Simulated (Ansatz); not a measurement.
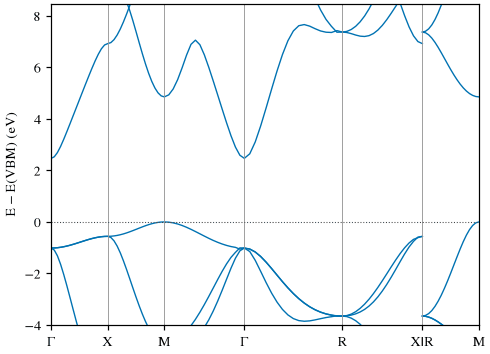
*Band structure from plane-wave PAW PBEsol (Ansatz code)*

### Question
Read off the gap and where the band edges lie.

### Answer
About 2.5 eV (2.47 eV by a search for the band edges); maximum at M, minimum at Γ.

The material is MgO (CsCl type, Pm-3m).

This is a known high-pressure phase of the composition, computed here at zero pressure and temperature. The PBEsol relaxation kept the symmetry of its start. At this level the phase is dynamically unstable (imaginary phonons).

Potentials: the later of the program's two PAW sets.
